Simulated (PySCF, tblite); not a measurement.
# C₈H₉O radical: geometry, infrared bands and EPR parameters

What infrared bands and EPR parameters should C₈H₉O radical (`C=[C]C1=CC(=O)CCC1`) show?

Computed with tblite 0.8.0 and PySCF 2.14.0, with density-fitted response routines of our own, on a single molecule in the gas phase. Atoms count from 0, in the outputs and in this text.

### 1 The molecule as given

18 atoms, charge 0, multiplicity 2; geometry from: force field or distance geometry start.

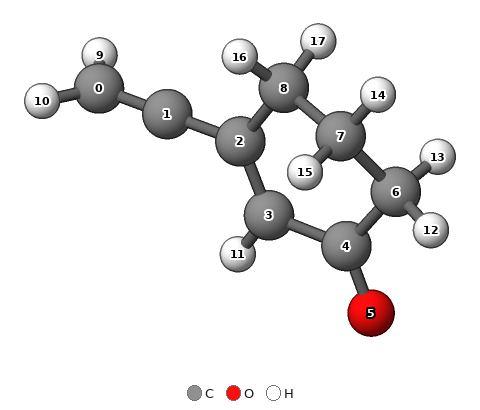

The starting geometry (carbon grey, oxygen red, hydrogen white), atoms numbered.

### 2 Optimising the geometry with GFN2-xTB

Job settings and geometry (Å):

```
{"job": {"kind": "relax", "xc": "GFN2-xTB", "basis": "xTB"}, "charge": 0, "multiplicity": 2}
C      3.444700    -0.158600    -0.438600
C      2.144800    -0.038700    -0.316600
C      0.745000     0.076400    -0.159700
C      0.185700     1.308400    -0.263400
C     -1.281700     1.482100    -0.143000
O     -1.760000     2.612400    -0.253200
C     -2.152300     0.262200    -0.000000
C     -1.415800    -0.836600     0.761300
C     -0.072800    -1.164200     0.108300
H      3.877000    -0.308600    -1.409900
H      4.084300    -0.093600     0.424700
H      0.762300     2.196500    -0.431800
H     -3.060400     0.541000     0.567600
H     -2.444800    -0.080200    -0.997800
H     -2.044300    -1.735900     0.798600
H     -1.257300    -0.521700     1.806700
H      0.475600    -1.835100     0.773300
H     -0.238800    -1.699500    -0.838400
```

Command:

```bash
> OMP_NUM_THREADS=1 python probes_run.py task.json out
```

This one command runs all jobs of the session in turn.

Log:

```text
step      E/eV     max force
  0    -698.49394    3.475
  1    -698.67975    1.064
  2    -698.69885    0.712
  3    -698.71408    0.310
  4    -698.72734    0.230
  5    -698.73142    0.141
  6    -698.73669    0.143
  7    -698.73897    0.127
  8    -698.74076    0.271
  9    -698.74242    0.121
 10    -698.74411    0.102
 11    -698.74589    0.090
 12    -698.74699    0.088
 13    -698.74840    0.083
 14    -698.74934    0.089
 15    -698.75023    0.078
 16    -698.75119    0.082
 17    -698.75227    0.072
 18    -698.75323    0.081
 19    -698.75408    0.082
 20    -698.75498    0.070
 21    -698.75598    0.078
 22    -698.75688    0.070
 23    -698.75753    0.067
 24    -698.75800    0.052
 25    -698.75843    0.052
 26    -698.75881    0.044
 27    -698.75907    0.044
 28    -698.75924    0.037
 29    -698.75938    0.025
 30    -698.75950    0.028
 31    -698.75960    0.024
 32    -698.75968    0.022
 33    -698.75976    0.019
 34    -698.75984    0.017
 35    -698.75990    0.016
 36    -698.75996    0.019
 37    -698.76003    0.025
 38    -698.76013    0.031
 39    -698.76024    0.026
 40    -698.76031    0.019
 41    -698.76038    0.018
 42    -698.76045    0.021
 43    -698.76052    0.019
 44    -698.76058    0.019
 45    -698.76062    0.016
 46    -698.76065    0.015
 47    -698.76068    0.013
 48    -698.76071    0.016
 49    -698.76074    0.019
 50    -698.76078    0.022
 51    -698.76084    0.020
 52    -698.76093    0.022
 53    -698.76102    0.022
 54    -698.76111    0.021
 55    -698.76118    0.020
 56    -698.76126    0.020
 57    -698.76134    0.020
 58    -698.76142    0.020
 59    -698.76148    0.020
 60    -698.76153    0.018
 61    -698.76159    0.018
 62    -698.76166    0.018
 63    -698.76172    0.017
 64    -698.76178    0.020
 65    -698.76184    0.016
 66    -698.76188    0.014
 67    -698.76192    0.015
 68    -698.76196    0.015
 69    -698.76199    0.012
 70    -698.76201    0.009
```

Wall time 0.4 s (1 thread of Arm Neoverse V2, shared host).

The steps of the relaxation: (not every step is listed)

```
step  energy from step 0 (eV)  largest force (eV/Å)
   0                   0.0000                3.4746
   1                  -0.1858                1.0637
   2                  -0.2049                0.7116
   3                  -0.2201                0.3100
   4                  -0.2334                0.2296
   5                  -0.2375                0.1414
   6                  -0.2428                0.1433
   7                  -0.2450                0.1274
   8                  -0.2468                0.2712
  13                  -0.2545                0.0830
  18                  -0.2593                0.0812
  23                  -0.2636                0.0670
  28                  -0.2653                0.0372
  33                  -0.2658                0.0191
  38                  -0.2662                0.0306
  43                  -0.2666                0.0188
  48                  -0.2668                0.0157
  53                  -0.2671                0.0216
  58                  -0.2675                0.0199
  63                  -0.2678                0.0173
  65                  -0.2679                0.0163
  66                  -0.2679                0.0136
  67                  -0.2680                0.0152
  68                  -0.2680                0.0154
  69                  -0.2681                0.0122
  70                  -0.2681                0.0091
```

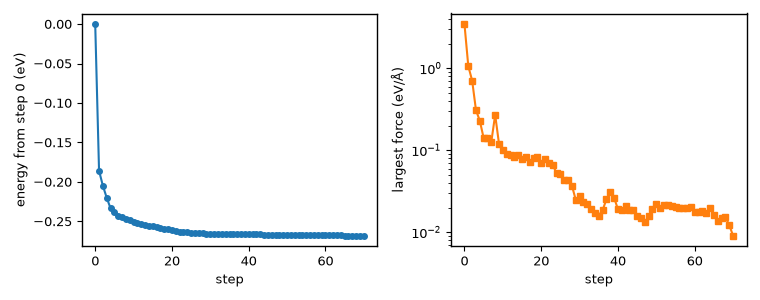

Energy and largest force along the relaxation.

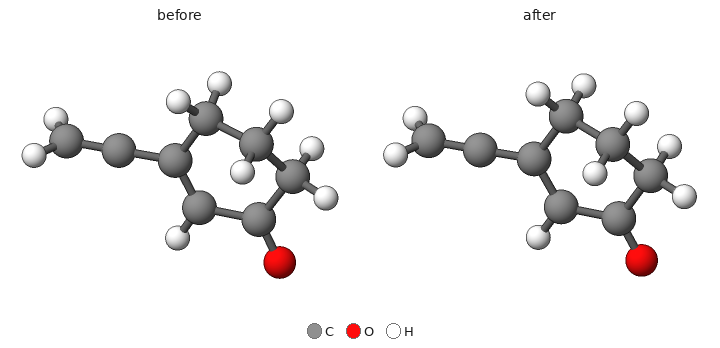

The geometry before (left) and after (right).

Close pairs (by a distance rule), those that changed most:

```
  bond  before (Å)  after (Å)  change (Å)
 C1–C2       1.413      1.339      -0.074
 C3–C4       1.483      1.435      -0.048
 C2–C3       1.357      1.400      +0.043
 C0–C1       1.311      1.286      -0.025
C6–H12       1.107      1.091      -0.016
 C4–C6       1.506      1.519      +0.013
C7–H15       1.103      1.093      -0.011
C3–H11       1.072      1.081      +0.008
```

The next job starts from the end point, and lists it.

### 3 Vibrational analysis with GFN2-xTB

Job settings and geometry (Å):

```
{"job": {"kind": "ir", "xc": "GFN2-xTB", "basis": "xTB"}, "charge": 0, "multiplicity": 2}
C      3.367525    -0.176759    -0.366162
C      2.091106    -0.045944    -0.273930
C      0.760684     0.068438    -0.176275
C      0.130666     1.314483    -0.274791
C     -1.289251     1.500707    -0.190154
O     -1.810331     2.603087    -0.310067
C     -2.121971     0.250620     0.036096
C     -1.346910    -0.816669     0.797658
C     -0.076128    -1.171216     0.034988
H      3.863580    -0.348664    -1.311575
H      4.020830    -0.111995     0.493036
H      0.731610     2.199495    -0.427101
H     -3.035916     0.531193     0.561720
H     -2.412382    -0.131492    -0.947797
H     -1.963603    -1.708131     0.927724
H     -1.083640    -0.440650     1.789228
H      0.504370    -1.925322     0.569650
H     -0.338996    -1.584864    -0.943903
```

Log:

```text
mode    cm-1     km/mol
  1      72.8      1.45
  2     107.2      2.29
  3     120.4      1.10
  4     232.9      2.74
  5     258.1      2.32
  6     365.1      1.93
  7     395.9      7.15
  8     444.3      6.44
  9     452.9      0.41
 10     492.7      0.32
 11     514.1      1.05
 12     538.5      5.62
 13     605.1      2.05
 14     757.1     13.82
 15     779.0     13.67
 16     848.1     37.23
 17     858.4      8.78
 18     901.7      4.95
 19     912.2      5.17
 20     939.3      7.15
 21     980.5      7.73
 22    1042.8      5.06
 23    1090.6      0.49
 24    1118.3      4.33
 25    1166.8      6.82
 26    1193.6      7.28
 27    1220.7     18.16
 28    1245.1     79.81
 29    1268.8     92.83
 30    1312.4      7.22
 31    1326.2      0.77
 32    1340.5      2.95
 33    1370.9      1.22
 34    1430.5     34.35
 35    1454.6      3.35
 36    1470.2      2.44
 37    1489.9      1.23
 38    1632.8    409.24
 39    1984.2    239.53
 40    2942.8     14.28
 41    2946.0     16.72
 42    2974.2     62.10
 43    2983.7     21.69
 44    2990.4     51.52
 45    3001.6     32.89
 46    3024.7      3.40
 47    3033.1      8.70
 48    3086.1     20.83
```

Wall time 0.55 s (1 thread of Arm Neoverse V2, shared host).

Which atoms move in the most intense modes:

```csv
cm⁻¹,km/mol,atoms
848,37.2,"H9 30 %, H10 27 %, C0 16 %"
1245,79.8,"C4 29 %, H11 19 %, H17 15 %, C2 10 %"
1269,92.8,"C2 30 %, C4 23 %, C3 14 %"
1430,34.4,"C3 36 %, C2 31 %"
1633,409.2,"C4 61 %, O5 36 %"
1984,239.5,"C1 67 %, C0 23 %"
2974,62.1,"H14 46 %, H15 39 %"
2990,51.5,"H16 64 %, H14 16 %, H15 11 %"
```

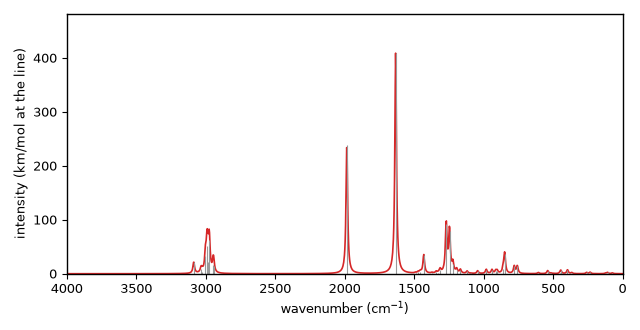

The infrared spectrum from these modes, unscaled. Lines are broadened to a width of 14 cm⁻¹ (Lorentzian).

### 4 g tensor and hyperfine couplings: B3LYP/pcH-1

Settings changed since step 3:

```diff
@@ -1,2 +1,2 @@
-{"job": {"kind": "ir", "xc": "GFN2-xTB", "basis": "xTB"}, "charge": 0, "multiplicity": 2}
+{"job": {"kind": "epr", "basis": "pcH-1"}, "charge": 0, "multiplicity": 2}
 C      3.367525    -0.176759    -0.366162
```

With the program's defaults for keys left out, this is: UKS B3LYP, pcH-1 on C H O, non-relativistic, mean-field spin-orbit, GIAO.

Log:

```text
UKS, coarse grid
  cycle   1  E = -385.26214323  |g| = 6.38e-01
  cycle   2  E = -383.32458278  |g| = 1.94e+00
  cycle   3  E = -385.36191459  |g| = 3.37e-01
  cycle   4  E = -385.42636738  |g| = 1.43e-01
  cycle   5  E = -385.43423426  |g| = 8.45e-02
  cycle   6  E = -385.43735901  |g| = 2.55e-02
  cycle   7  E = -385.43781340  |g| = 9.46e-03
  cycle   8  E = -385.43790837  |g| = 4.96e-03
  cycle   9  E = -385.43793568  |g| = 1.75e-03
  cycle  10  E = -385.43793858  |g| = 1.46e-03
  cycle  11  E = -385.43794057  |g| = 4.49e-04
UKS, final grid
  cycle   1  E = -385.43794107  |g| = 7.21e-04
  cycle   2  E = -385.43794030  |g| = 1.54e-03
  cycle   3  E = -385.43794137  |g| = 1.62e-04
  cycle   4  E = -385.43794139  |g| = 7.64e-05
  cycle   5  E = -385.43794140  |g| = 4.38e-05
  cycle   6  E = -385.43794140  |g| = 1.19e-05
E = -385.43794140 Eh   <S^2> = 0.7758 (exact 0.7500)
g shifts (ppm)      1          2          3
  rmc          -178       -178       -178
  gc             -9         38         40
  oz_so         -10       1416       4121
  total        -197       1276       3983
hyperfine (MHz)  atom isotope    a_iso     a_fc   dipolar eigenvalues
    0   13C     -33.58     -33.58     -8.25      2.32      5.93
    1   13C      41.16      41.16    -44.76    -34.03     78.80
    2   13C     -40.73     -40.73    -21.17      8.39     12.78
    3   13C      47.72      47.72    -44.56    -43.19     87.75
    4   13C     -27.85     -27.85     -8.69      2.16      6.54
    5   17O     -15.10     -15.10    -69.51     34.59     34.92
    6   13C      -1.95      -1.95     -0.59     -0.26      0.85
    7   13C      -3.02      -3.02     -0.71     -0.05      0.76
    8   13C       5.39       5.39     -1.08     -0.05      1.13
    9    1H      96.77      96.77     -2.78     -1.91      4.69
   10    1H      95.87      95.87     -2.81     -1.95      4.76
   11    1H     -34.42     -34.42    -16.95     -2.93     19.87
   12    1H      -0.96      -0.96     -1.54     -0.78      2.32
   13    1H      -1.56      -1.56     -1.78     -1.03      2.81
   14    1H       0.87       0.87     -0.86     -0.61      1.47
   15    1H       1.71       1.71     -1.85     -1.11      2.96
   16    1H      -5.21      -5.21     -2.03     -1.33      3.36
   17    1H     -13.15     -13.15     -2.11     -0.44      2.56
```

It took 93 s on 1 thread of Arm Neoverse V2, shared host; peak memory 1.1 GiB.

Principal g values 2.00212, 2.00360, 2.00630; g(iso) = 2.00401, against 2.00232 for a free electron.

Hyperfine couplings; where a row names several nuclei, a(iso) is their mean (it holds for fast rotation or exchange) and the dipolar term the largest among them:

| nuclei | isotope | a(iso) (MHz) | a(iso) (G, at g = 2.0023) | largest dipolar term (MHz) |
| --- | --- | --- | --- | --- |
| H9, H10 | 1H | 96.3 | 34.4 | 4.8 |
| C3 | 13C | 47.7 | 17.0 | 87.7 |
| C1 | 13C | 41.2 | 14.7 | 78.8 |
| C2 | 13C | -40.7 | -14.5 | -21.2 |
| H11 | 1H | -34.4 | -12.3 | 19.9 |
| C0 | 13C | -33.6 | -12.0 | -8.2 |
| C4 | 13C | -27.8 | -9.9 | -8.7 |
| O5 | 17O | -15.1 | -5.4 | -69.5 |
| H16, H17 | 1H | -9.2 | -3.3 | 3.4 |
| C8 | 13C | 5.4 | 1.9 | 1.1 |
| C7 | 13C | -3.0 | -1.1 | 0.8 |
| C6 | 13C | -1.9 | -0.7 | 0.9 |
| H14, H15 | 1H | 1.3 | 0.5 | 3.0 |
| H12, H13 | 1H | -1.3 | -0.4 | 2.8 |

Mulliken spin populations:

C0 -0.09; C1 0.50; C2 -0.20; C3 0.57; C4 -0.08; O5 0.22; C6 0.00; C7 0.00; C8 0.01; H9 0.04; H10 0.04; H11 -0.02; H12 0.00; H13 0.00; H14 0.00; H15 0.00; H16 0.00; H17 -0.01

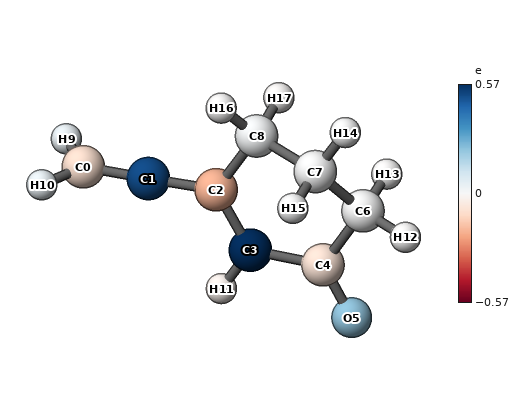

Mulliken spin populations, as colours on the atoms.

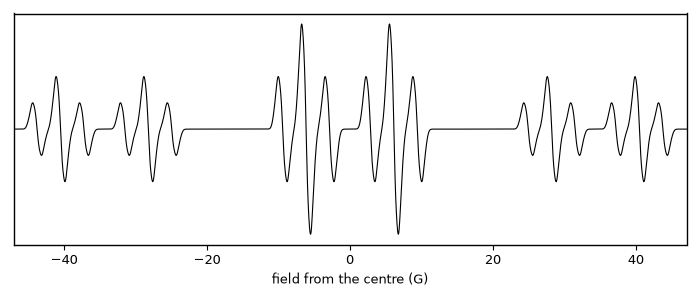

First-order isotropic spectrum (first derivative, main isotopes with spin only, couplings over 0.8 MHz, Gaussian width 0.3 G; couplings of the frozen geometry, rotation of groups not averaged beyond the rows shown).

The fields below are evaluated on a grid from the run's orbitals.

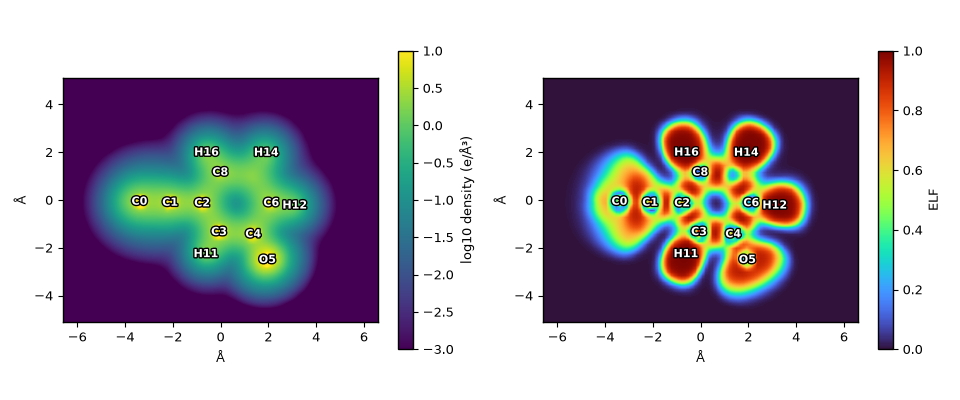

Density (left) and ELF (right) in a plane through or near 12 of the atoms.

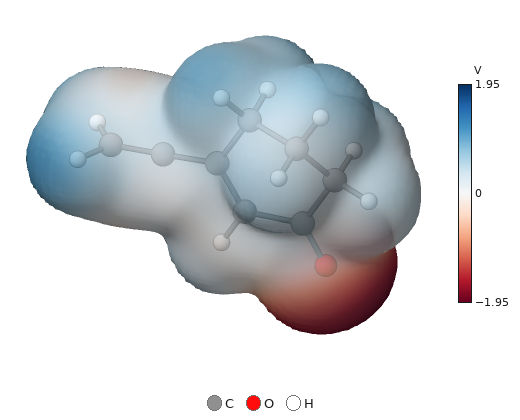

The potential that a unit positive charge feels on the 0.002 e/bohr³ surface, from -1.95 V near O5 to 1.17 V near H10.

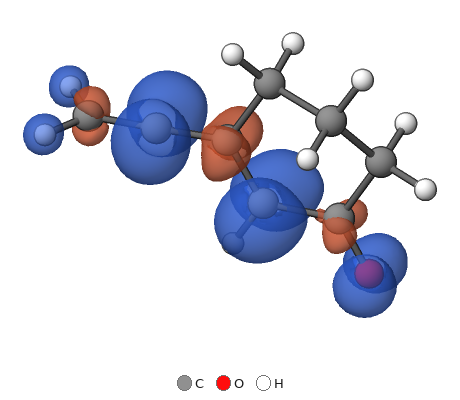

Spin density at ±0.03 e/Å³ (alpha excess blue, beta excess red).

### 5 Outcome

| quantity | value |
| --- | --- |
| strongest single infrared mode (GFN2-xTB) | 1633 cm⁻¹, 409 km/mol |
| zero-point energy (GFN2-xTB) | 89.7 kcal/mol |
| g(iso) (B3LYP) | 2.00401 |
| ⟨S²⟩ | 0.776 (exact 0.75) |
| largest a(iso) (averaged by class) | 1H on H9, H10, 96.3 MHz |
| surface potential, least and greatest | -1.95 V and 1.17 V |

What this shows: Over 70 steps the energy fell by 0.268 eV; of the close pairs, C1–C2 changed most, 1.413 to 1.339 Å. No mode is imaginary among the 48: a minimum at this level. The strongest single mode, at 1633 cm⁻¹, moves mainly C4 and O5. Unscaled tight-binding wavenumbers are off by several per cent, some by more. Its intensities can rank the bands wrongly. The largest spin populations lie on C3 (0.57 e), C1 (0.50 e). The isotropic g lies 1.7 ppt above the free-electron value.
